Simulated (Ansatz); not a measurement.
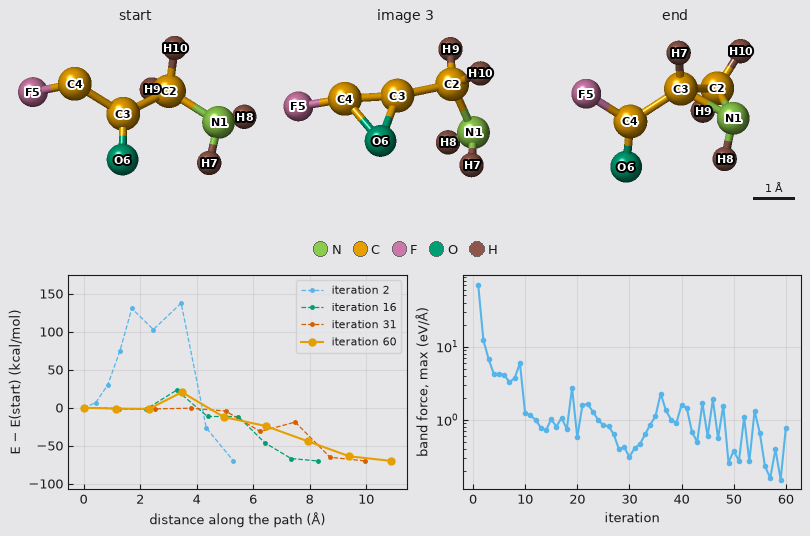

NEB run on C3H4FNO. Images are numbered from 0 (start) to 8 (end). The plot follows the band through its iterations. The picture is a ball-and-stick view, seen at a tilt.

Level of theory: RKS BLYP-D4/def2-SVP (Ansatz 0.2.0). Run with 7 movable images; climbing image; force threshold 0.05 eV/Å; iteration limit 60; starting path through a guess of the saddle point.

> Judge this run.

The result isn't final. The band hadn't converged when the run stopped after 60 iterations. The largest component of the band force went from 71 to 0.79 eV/Å. The barrier read from it is provisional, though the highest image hardly moved in the last two iterations. The first iteration put the highest image at 519.4 kcal/mol. The energy climbs by 20.4 kcal/mol to image 3 and then falls by 90.4 kcal/mol, so the end point sits at −70.0 kcal/mol.

The run took 8.2 min on 2 threads of Intel(R) Xeon(R) Platinum 8488C (Sapphire Rapids), on a shared host, peak memory 0.22 GiB.
